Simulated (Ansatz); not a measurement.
Consider Ag$_{3}$SI in the anti-perovskite structure (space group Pm-3m, No. 221; a = 4.869 Å).

Now apply this change: a hydrostatic pressure of 0.7 GPa.

All numbers come from PBEsol (Ansatz, an electronic-structure program; PAW; 420 eV plane waves; scalar-relativistic without spin-orbit coupling).

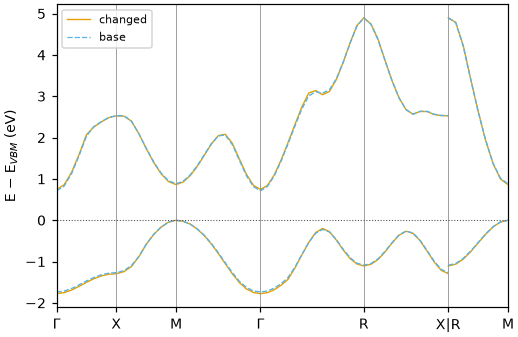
Figure. Highest valence and lowest conduction band along the path, each from its own valence-band maximum

Problem. Read the changed gap and its character from the plot.

Solution. About 0.7 eV, indirect, M → Γ.

With I present, leaving out spin-orbit coupling can change the band edges. Load acts through the strain it causes; cell and atoms are relaxed under it. Stability against distortions was not tested.
